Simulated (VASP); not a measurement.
# Lattice of AlCr2C across functionals and dispersion corrections, part 3 of 4

How much does the cell of AlCr2C depend on the functional? The start is a computed cell from the Materials Project.

VASP 6.6.1, plane waves and PAW; the level of theory is named at each step.

Still holding for the runs below: The k-mesh is coarse for a metal.

So far. Step 3 (Relaxation with PBEsol): It ends at 10.78 Å³/atom, -1.0 % from the start, with -0.11 GPa left. The conventional cell has a = 2.814 and c = 12.579 Å. The moments are lost on the way, which shrinks a magnet's cell; a magnetic solution may have been missed. Step 4 (Relaxation with PBE): It ends at 11.09 Å³/atom, +1.8 % from the start, with -0.03 GPa left. The conventional cell has a = 2.842 and c = 12.683 Å.

### 5. Relaxation with r2SCAN

This step: r2SCAN, spin-polarised from a ferromagnetic start; plane waves and PAW (Al, Cr_pv, C) (VASP 6.6.1).

r2SCAN adds the kinetic-energy density, costs more than a GGA and is run with LASPH.

INCAR reads:

```
SYSTEM = AlCr2C
PREC = Accurate
ENCUT = 560
EDIFF = 1E-06
NELM = 100
ISMEAR = -1
SIGMA = 0.05
LREAL = .FALSE.
ALGO = Normal
METAGGA = R2SCAN
LASPH = .TRUE.
NBANDS = 50
ISPIN = 2
MAGMOM = 0 0 3 3 3 3 0 0
LMAXMIX = 4
LORBIT = 11
LWAVE = .FALSE.
LCHARG = .FALSE.
KPAR = 8
IBRION = 2
NSW = 60
ISIF = 3
EDIFFG = -0.01
```

POSCAR reads:

```
AlCr2C
1.0
    2.8251010646      0.0000000000      0.0000000000
   -1.4125505323      2.4466092902      0.0000000000
    0.0000000000      0.0000000000     12.6013736800
Al Cr C
2 4 2
Direct
    0.6666666700      0.3333333300      0.2500000000
    0.3333333300      0.6666666700      0.7500000000
    0.3333333300      0.6666666700      0.4149411600
    0.6666666700      0.3333333300      0.9149411600
    0.6666666700      0.3333333300      0.5850588400
    0.3333333300      0.6666666700      0.0850588400
    0.0000000000      0.0000000000      0.5000000000
    0.0000000000      0.0000000000      0.0000000000
```

KPOINTS reads:

```
Automatic mesh
0
Gamma
9 9 2
0 0 0
```

The projector-augmented-wave data sets are Al, Cr_pv and C (PBE family, release 64).

Started as:

```console
$ mpirun -np 8 vasp_std
```

Numbers of over 12 decimals in the logs are rounded to 6 here.

What it wrote:

```text
[banner, memory and clock lines left out]
running    8 mpi-ranks, on    1 nodes
[...]
[... a notice as in an earlier step ...]

 [... a notice as in an earlier step ...]

 LDA part: xc-table for (None), standard interpolation
 POSCAR, INCAR and KPOINTS ok, starting setup
[...]
entering main loop
       N       E                     dE             d eps       ncg     rms          rms(c)
DAV:   1     0.759190262419E+03    0.75919E+03   -0.34764E+04  4800   0.151E+03
DAV:   2    -0.583486880557E+02   -0.81754E+03   -0.77420E+03  4808   0.470E+02
DAV:   3    -0.115536795017E+03   -0.57188E+02   -0.54888E+02  5416   0.133E+02
DAV:   4    -0.117463597322E+03   -0.19268E+01   -0.19115E+01  5382   0.225E+01
[...]
DAV:  66    -0.943099236477E+02   -0.46954E-05   -0.52975E-06  4632   0.101E-02    0.245E-02
DAV:  67    -0.943099258759E+02   -0.22282E-05   -0.57779E-06  4610   0.103E-02    0.117E-02
DAV:  68    -0.943099261246E+02   -0.24874E-06   -0.29606E-06  4128   0.693E-03
   1 F= -.94309926E+02 E0= -.94297903E+02  d E =-.943099E+02  mag=     3.6515
[... from here on, the cycles between the ionic steps are left out ...]
   2 F= -.94300397E+02 E0= -.94290257E+02  d E =0.952940E-02  mag=     3.7859
   3 F= -.94327235E+02 E0= -.94316201E+02  d E =-.173092E-01  mag=     3.7223
   4 F= -.94330450E+02 E0= -.94319694E+02  d E =-.321492E-02  mag=     3.7199
   5 F= -.94330479E+02 E0= -.94319746E+02  d E =-.324396E-02  mag=     3.7200
[...]
reached required accuracy - stopping structural energy minimisation
```

Run time: 35 min. Hardware: 8 MPI ranks of AMD EPYC 7571, shared host; peak memory 3.3 GiB.

Parts of OUTCAR (step 5):

```text
  Total        0.0404628      0.0404628     -0.0659872     -0.0000000      0.0000000     -0.0000000
  in kB        0.7299159      0.7299159     -1.1903554     -0.0000000      0.0000000     -0.0000000
  external PRESSURE =       0.0898255 kB  Pullay stress =       0.0000000 kB

 POSITION                                       TOTAL-FORCE (eV/Angst)
 -----------------------------------------------------------------------------------
      1.42116      0.82051      3.17362        -0.000000     -0.000000      0.000000
     -0.00000      1.64102      9.52087        -0.000000      0.000000      0.000000
     -0.00000      1.64102      5.27616         0.000000     -0.000000      0.003541
      1.42116      0.82051     11.62340        -0.000000     -0.000000      0.003541
      1.42116      0.82051      7.41833         0.000000     -0.000000     -0.003541
     -0.00000      1.64102      1.07109        -0.000000      0.000000     -0.003541
      0.00000      0.00000      6.34725        -0.000000     -0.000000      0.000000
      0.00000      0.00000     -0.00000        -0.000000     -0.000000      0.000000
 -----------------------------------------------------------------------------------
    total drift:                               -0.000008      0.000005     -0.000000

  FREE ENERGIE OF THE ION-ELECTRON SYSTEM (eV)
  ---------------------------------------------------
  free  energy   TOTEN  =       -94.3304792795 eV

  energy  without entropy=      -94.3090125756  energy(sigma->0) =      -94.31974593

 magnetization (x)
# of ion       s       p       d       tot
------------------------------------------
    1       -0.019  -0.028   0.000  -0.047
    2       -0.019  -0.028   0.000  -0.047
    3        0.010   0.007   1.016   1.033
    4        0.010   0.007   1.016   1.033
    5        0.010   0.007   1.016   1.033
    6        0.010   0.007   1.016   1.033
    7       -0.015  -0.094   0.000  -0.109
    8       -0.015  -0.094   0.000  -0.109
--------------------------------------------------
tot         -0.027  -0.218   4.065   3.820

[... 2 parts as in an earlier step ...]

[... 2 further parts left out ...]
[key lines of the parts left out:]
E-fermi :   9.9343
```

The magnetic state follows from one typed start and may not be the lowest. SCAN-type functionals tend to overstate the moments of itinerant magnets.

Step by step:

```csv
step,energy less that of the first step (eV),largest force (eV/Å),pressure (GPa),volume (Å³)
1,0.0000,0.0076,3.84,87.10
2,0.0095,0.3931,-4.55,90.43
3,-0.0173,0.1825,-0.03,88.57
4,-0.0205,0.0170,-0.01,88.80
5,-0.0206,0.0035,0.01,88.82
```

```csv
"conventional cell, symmetrised",before,after,change
a (Å),2.825,2.842,+0.6 %
b (Å),2.825,2.842,+0.6 %
c (Å),12.601,12.694,+0.7 %
volume (Å³/atom),10.89,11.10,+2.0 %
```

Final coordinates:

```cif
data_structure
_symmetry_space_group_name_H-M 'P 1'
_symmetry_Int_Tables_number 1
_cell_length_a 2.8423
_cell_length_b 2.8423
_cell_length_c 12.6945
_cell_angle_alpha 90.000
_cell_angle_beta 90.000
_cell_angle_gamma 120.000
_cell_volume 88.82
loop_
_atom_site_label
_atom_site_type_symbol
_atom_site_fract_x
_atom_site_fract_y
_atom_site_fract_z
_atom_site_occupancy
Al1 Al 0.66667 0.33333 0.25000 1
Al2 Al 0.33333 0.66667 0.75000 1
Cr3 Cr 0.33333 0.66667 0.41563 1
Cr4 Cr 0.66667 0.33333 0.91563 1
Cr5 Cr 0.66667 0.33333 0.58437 1
Cr6 Cr 0.33333 0.66667 0.08437 1
C7 C 0.00000 0.00000 0.50000 1
C8 C 0.00000 0.00000 0.00000 1
```

Spin moment in the PAW sphere by atom:

```csv
atom,spin moment in the PAW sphere (μB)
Al1,-0.05
Al2,-0.05
Cr3,1.03
Cr4,1.03
Cr5,1.03
Cr6,1.03
C7,-0.11
C8,-0.11
```

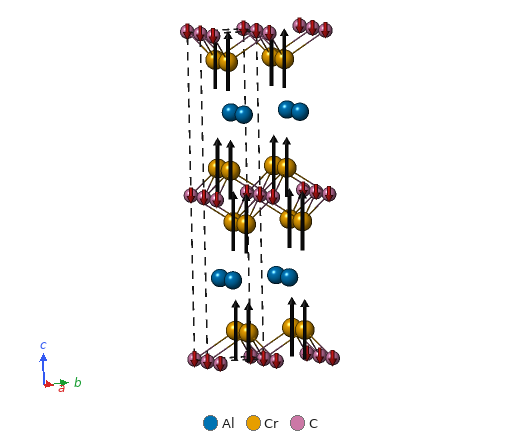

Spin moment in the PAW sphere as arrows, the longest 1.03 μB. Up and down stand for the sign. Arrows give size and sign along the axis of quantisation, drawn up and down the page. Each arrow also spans its atom, so small moments look longer than they are. The two directions have two colours. Bonds to atoms that aren't drawn are left out. 2×2×1 cells are drawn. Some periodic images of atoms are drawn too.

It ends at 11.10 Å³/atom, +2.0 % from the start, with 0.01 GPa left. The conventional cell has a = 2.842 and c = 12.694 Å. The largest moment is 1.03 μB.

### 6. Relaxation with PBE + D3(BJ)

This step: PBE with D3(BJ), spin-polarised from a ferromagnetic start; plane waves and PAW (Al, Cr_pv, C) (VASP 6.6.1).

A dispersion term adds the long-range attraction that semilocal functionals lack. D3 with Becke-Johnson damping keeps a finite attraction at short range.

Edit INCAR of step 5 so:

```diff
@@ -9,4 +9,4 @@
 ALGO = Normal
-METAGGA = R2SCAN
-LASPH = .TRUE.
+GGA = PE
+IVDW = 12
 NBANDS = 50
@@ -14,2 +14,3 @@
 MAGMOM = 0 0 3 3 3 3 0 0
+LASPH = .TRUE.
 LMAXMIX = 4
```

POSCAR is that of step 5.

KPOINTS is that of step 5.

Started as:

```console
$ mpirun -np 8 vasp_std
```

What it wrote:

```text
[... set-up lines as in an earlier step ...]
 entering main loop
       N       E                     dE             d eps       ncg     rms          rms(c)
[... 27 cycles as in an earlier step ...]
   1 F= -.68566432E+02 E0= -.68540436E+02  d E =-.685664E+02  mag=     0.0002
[...]
2 F= -.68564944E+02 E0= -.68539486E+02  d E =0.148776E-02  mag=     0.0000
[...]
3 F= -.68572166E+02 E0= -.68546428E+02  d E =-.573446E-02  mag=     0.0000
[...]
4 F= -.68573693E+02 E0= -.68547784E+02  d E =-.152708E-02  mag=    -0.0000
 trial-energy change:   -0.001527  1 .order   -0.001509   -0.002971   -0.000047
 step:   0.9084(harm=  0.9090)  dis= 0.00586  next Energy=   -68.573693 (dE=-0.153E-02)
 reached required accuracy - stopping structural energy minimisation
```

Elapsed: 5.8 min, on 8 MPI ranks; peak memory 3.1 GiB; 46 min of CPU time.

OUTCAR, selected parts (step 6):

```text
 Edisp (eV)   -3.09464

 Edisp (eV)   -3.09997

  Total       0.00534     0.00534     0.05676     0.00000     0.00000     0.00000
  in kB       0.09942     0.09942     1.05606     0.00000     0.00000     0.00000
  external pressure =        0.42 kB  Pullay stress =        0.00 kB

 POSITION                                       TOTAL-FORCE (eV/Angst)
 -----------------------------------------------------------------------------------
      1.40642      0.81200      3.14156        -0.000000     -0.000000      0.000000
     -0.00000      1.62399      9.42468        -0.000000     -0.000000      0.000000
     -0.00000      1.62399      5.20756         0.000000     -0.000000     -0.002086
      1.40642      0.81200     11.49069        -0.000000      0.000000     -0.002086
      1.40642      0.81200      7.35868        -0.000000      0.000000      0.002086
     -0.00000      1.62399      1.07556         0.000000     -0.000000      0.002086
      0.00000      0.00000      6.28312        -0.000000     -0.000000      0.000000
      0.00000      0.00000     -0.00000        -0.000000     -0.000000      0.000000
 -----------------------------------------------------------------------------------
    total drift:                               -0.000008      0.000005     -0.000000

  FREE ENERGIE OF THE ION-ELECTRON SYSTEM (eV)
  ---------------------------------------------------
  free  energy   TOTEN  =       -68.5736931393 eV

  energy  without entropy=      -68.5218739501  energy(sigma->0) =      -68.54778354

 magnetization (x)
# of ion       s       p       d       tot
------------------------------------------
    1       -0.000   0.000   0.000  -0.000
    2       -0.000   0.000   0.000  -0.000
    3        0.000  -0.000  -0.000  -0.000
    4        0.000  -0.000  -0.000  -0.000
    5        0.000  -0.000  -0.000  -0.000
    6        0.000  -0.000  -0.000  -0.000
    7       -0.000   0.000   0.000   0.000
    8       -0.000   0.000   0.000   0.000
--------------------------------------------------
tot          0.000   0.000  -0.000   0.000

[... 2 parts as in an earlier step ...]

[... 2 further parts left out ...]
[key lines of the parts left out:]
E-fermi :  10.3075
```

Dispersion corrections of this kind ignore metallic screening and tend to overbind metals.

The spin moment in the PAW sphere vanishes on all atoms.

It ends at 10.76 Å³/atom, -1.1 % from the start, with 0.04 GPa left. The conventional cell has a = 2.813 and c = 12.566 Å. The moments are lost on the way, which shrinks a magnet's cell; a magnetic solution may have been missed. Against plain PBE, the dispersion term moves a by -1.0 % and c by -0.9 %.

### 7. Relaxation with r2SCAN + rVV10

This step: r2SCAN with rVV10, spin-polarised from a ferromagnetic start; plane waves and PAW (Al, Cr_pv, C) (VASP 6.6.1).

LUSE_VDW switches on a nonlocal correlation term for dispersion.

Edit INCAR of step 6 so:

```diff
@@ -9,4 +9,8 @@
 ALGO = Normal
-GGA = PE
-IVDW = 12
+METAGGA = R2SCAN
+LUSE_VDW = .TRUE.
+IVDW_NL = 2
+BPARAM = 11.95
+CPARAM = 0.0093
+LASPH = .TRUE.
 NBANDS = 50
@@ -14,3 +18,2 @@
 MAGMOM = 0 0 3 3 3 3 0 0
-LASPH = .TRUE.
 LMAXMIX = 4
```

POSCAR is that of step 6.

KPOINTS is that of step 6.

Started as:

```console
$ mpirun -np 8 vasp_std
```

What it wrote:

```text
[banner, memory and clock lines left out]
running    8 mpi-ranks, on    1 nodes
[...]
[... a notice as in an earlier step ...]

|                                                                             |
|               ----> ADVICE to this user running VASP <----                  |
|                                                                             |
|     You have switched on vdW-DFT.                                           |
|     This routine was written and supplied by Jiri Klimes. We recommend      |
|     that you carefully read and cite the following publications:            |
|       J. Klimes, D.R. Bowler, A. Michelides                                 |
|          J. Phys.: Cond Matt. 22 022201 (2010)                              |
|       J. Klimes, D.R. Bowler, A. Michelides                                 |
|          Phys. Rev. B. 83, 195131 (2011)                                    |
|     and references therein.                                                 |
[...]
Total rVV10 correction in eV:      1.2680692    68.4304626
Total rVV10 correction in eV:      1.2680692    68.4304626
Total rVV10 correction in eV:      1.2680692    68.4304626
Total rVV10 correction in eV:      1.2680692    68.4304626
Total rVV10 correction in eV:      1.2680708    68.4304626
Total rVV10 correction in eV:      1.2680708    68.4304626
Total rVV10 correction in eV:      1.2680708    68.4304626
Total rVV10 correction in eV:      1.2680708    68.4304626
Total rVV10 correction in eV:      1.2680708    68.4304626
Total rVV10 correction in eV:      1.2680708    68.4304626
Total rVV10 correction in eV:      1.2680708    68.4304626
Total rVV10 correction in eV:      1.2680708    68.4304626
   1 F= -.93041318E+02 E0= -.93029226E+02  d E =-.930413E+02  mag=     3.6457
[...]
2 F= -.93036404E+02 E0= -.93025815E+02  d E =0.491408E-02  mag=     3.7519
[...]
3 F= -.93050145E+02 E0= -.93038731E+02  d E =-.882750E-02  mag=     3.6984
[...]
4 F= -.93051764E+02 E0= -.93040583E+02  d E =-.161889E-02  mag=     3.6971
 trial-energy change:   -0.001619  1 .order   -0.001554   -0.002936   -0.000173
 step:   0.9371(harm=  0.9442)  dis= 0.00586  next Energy=   -93.051769 (dE=-0.162E-02)
 reached required accuracy - stopping structural energy minimisation
```

The job ended after 26 min (8 MPI ranks; peak memory 4.8 GiB; 3.4 h of CPU time).

OUTCAR, selected parts (step 7):

```text
  Total        0.0181480      0.0181480     -0.0367023      0.0000000      0.0000000     -0.0000000
  in kB        0.3293167      0.3293167     -0.6660076      0.0000000      0.0000000     -0.0000000
  external PRESSURE =      -0.0024580 kB  Pullay stress =       0.0000000 kB

 POSITION                                       TOTAL-FORCE (eV/Angst)
 -----------------------------------------------------------------------------------
      1.41805      0.81871      3.16876        -0.000000      0.000000      0.000000
     -0.00000      1.63743      9.50628         0.000000     -0.000000      0.000000
     -0.00000      1.63743      5.26506         0.000000      0.000000      0.009277
      1.41805      0.81871     11.60258        -0.000000      0.000000      0.009277
      1.41805      0.81871      7.40998        -0.000000     -0.000000     -0.009277
     -0.00000      1.63743      1.07246         0.000000     -0.000000     -0.009277
      0.00000      0.00000      6.33752        -0.000000     -0.000000      0.000000
      2.83611      0.00000      0.00000        -0.000000     -0.000000      0.000000
 -----------------------------------------------------------------------------------
    total drift:                               -0.000008      0.000005     -0.000000

  FREE ENERGIE OF THE ION-ELECTRON SYSTEM (eV)
  ---------------------------------------------------
  free  energy   TOTEN  =       -93.0517639917 eV

  energy  without entropy=      -93.0294018155  energy(sigma->0) =      -93.04058290

 magnetization (x)
# of ion       s       p       d       tot
------------------------------------------
    1       -0.019  -0.027   0.000  -0.046
    2       -0.019  -0.027   0.000  -0.046
    3        0.010   0.007   1.007   1.024
    4        0.010   0.007   1.007   1.024
    5        0.010   0.007   1.007   1.024
    6        0.010   0.007   1.007   1.024
    7       -0.015  -0.093   0.000  -0.107
    8       -0.015  -0.093   0.000  -0.107
--------------------------------------------------
tot         -0.026  -0.213   4.030   3.791

[... 2 parts as in an earlier step ...]

[... 2 further parts left out ...]
[key lines of the parts left out:]
E-fermi :   9.9996
```

It ends at 11.04 Å³/atom, +1.4 % from the start, with 0.00 GPa left. The conventional cell has a = 2.836 and c = 12.675 Å. The largest moment is 1.02 μB. Against plain r2SCAN, the dispersion term moves a by -0.2 % and c by -0.2 %.

### 8. Relaxation with PBE + TS

This step: PBE with TS, spin-polarised from a ferromagnetic start; plane waves and PAW (Al, Cr_pv, C) (VASP 6.6.1).

The Tkatchenko-Scheffler scheme scales free-atom polarisabilities by Hirshfeld volumes.

Edit INCAR of step 7 so:

```diff
@@ -9,8 +9,4 @@
 ALGO = Normal
-METAGGA = R2SCAN
-LUSE_VDW = .TRUE.
-IVDW_NL = 2
-BPARAM = 11.95
-CPARAM = 0.0093
-LASPH = .TRUE.
+GGA = PE
+IVDW = 20
 NBANDS = 50
@@ -18,2 +14,3 @@
 MAGMOM = 0 0 3 3 3 3 0 0
+LASPH = .TRUE.
 LMAXMIX = 4
```

POSCAR is that of step 7.

KPOINTS is that of step 7.

Started as:

```console
$ mpirun -np 8 vasp_std
```

What it wrote:

```text
[... set-up lines as in an earlier step ...]
 entering main loop
       N       E                     dE             d eps       ncg     rms          rms(c)
[... 27 cycles as in an earlier step ...]
 augmentation electrons   62.004642
 total        electrons   62.004642
 augmentation electrons  4.107242265373840E-006
 total        electrons  4.107242265373840E-006
 augmentation electrons   75.774177
 total        electrons   75.774177
 augmentation electrons   69.343713
 total        electrons   69.343713
 augmentation electrons   23.879748
 soft         electrons   38.124893
 total        electrons   62.004641
 augmentation electrons -3.424883574474696E-003
 soft         electrons -1.506409984891377E-003
 total        electrons -4.931293559366073E-003
 translations:           3           3           1
   1 F= -.71366698E+02 E0= -.71340702E+02  d E =-.713667E+02  mag=    -0.0049
[... from here on, the cycles between the ionic steps are left out ...]
   2 F= -.71296211E+02 E0= -.71272061E+02  d E =0.704870E-01  mag=    -0.0002
   3 F= -.71483149E+02 E0= -.71458020E+02  d E =-.116451E+00  mag=     0.0004
   4 F= -.71482966E+02 E0= -.71457903E+02  d E =-.116268E+00  mag=     0.0001
   5 F= -.71520451E+02 E0= -.71494599E+02  d E =-.374852E-01  mag=     0.0000
   6 F= -.71520521E+02 E0= -.71494674E+02  d E =-.375556E-01  mag=    -0.0000
   7 F= -.71521948E+02 E0= -.71495804E+02  d E =-.142683E-02  mag=    -0.0000
   8 F= -.71522072E+02 E0= -.71495924E+02  d E =-.155036E-02  mag=    -0.0000
   9 F= -.71521673E+02 E0= -.71495413E+02  d E =0.398507E-03  mag=     0.0000
  10 F= -.71521926E+02 E0= -.71495724E+02  d E =0.145116E-03  mag=     0.0000
[...]
reached required accuracy - stopping structural energy minimisation
```

Run time: 13 min. Hardware: 8 MPI ranks; peak memory 3.1 GiB.

Parts of OUTCAR (step 8):

```text
  Edisp (eV):   -6.29354

  Total       0.00467     0.00467    -0.00322    -0.00000     0.00000     0.00000
  in kB       0.09064     0.09064    -0.06246    -0.00000     0.00000     0.00000
  external pressure =        0.04 kB  Pullay stress =        0.00 kB

 POSITION                                       TOTAL-FORCE (eV/Angst)
 -----------------------------------------------------------------------------------
      1.38026      0.79689      3.12630         0.000000     -0.000000      0.000000
     -0.00000      1.59378      9.37890         0.000000     -0.000000      0.000000
     -0.00000      1.59378      5.16112         0.000000      0.000000     -0.007445
      1.38026      0.79689     11.41372        -0.000000     -0.000000     -0.007445
      1.38026      0.79689      7.34408        -0.000000     -0.000000      0.007445
     -0.00000      1.59378      1.09148         0.000000      0.000000      0.007445
      0.00000     -0.00000      6.25260         0.000000     -0.000000      0.000000
     -0.00000      0.00000      0.00000         0.000000     -0.000000      0.000000
 -----------------------------------------------------------------------------------
    total drift:                               -0.000008      0.000005     -0.000000

  FREE ENERGIE OF THE ION-ELECTRON SYSTEM (eV)
  ---------------------------------------------------
  free  energy   TOTEN  =       -71.5219264750 eV

  energy  without entropy=      -71.4695220971  energy(sigma->0) =      -71.49572429

 magnetization (x)
# of ion       s       p       d       tot
------------------------------------------
    1       -0.000  -0.000   0.000  -0.000
    2       -0.000  -0.000   0.000  -0.000
    3        0.000  -0.000   0.000   0.000
    4        0.000  -0.000   0.000   0.000
    5        0.000  -0.000   0.000   0.000
    6        0.000  -0.000   0.000   0.000
    7        0.000   0.000   0.000   0.000
    8        0.000   0.000   0.000   0.000
--------------------------------------------------
tot          0.000   0.000   0.000   0.000

[... 2 parts as in an earlier step ...]

[... 2 further parts left out ...]
[key lines of the parts left out:]
E-fermi :  10.8719
```

It ends at 10.32 Å³/atom, -5.2 % from the start, with 0.00 GPa left. The conventional cell has a = 2.761 and c = 12.505 Å. The moments are lost on the way, which shrinks a magnet's cell; a magnetic solution may have been missed. Against plain PBE, the dispersion term moves a by -2.9 % and c by -1.4 %.

[end of part 3 of 4]

[Lines on the potential files, build, host, timing and source positions are cut from VASP's logs without a mark.]

[Logs are printed without paths, hosts, clocks, repeated set-up lines and the standing remarks that a program may print on its own settings, such as how far it seeks lower states.]

[Hosts, paths, dates, database ids (printed as entryN), source tags and the programs' standing remarks are cut or masked in the printed files.]

[A measured line is paired with the nearest computed mode of its activity, which favours agreement.]
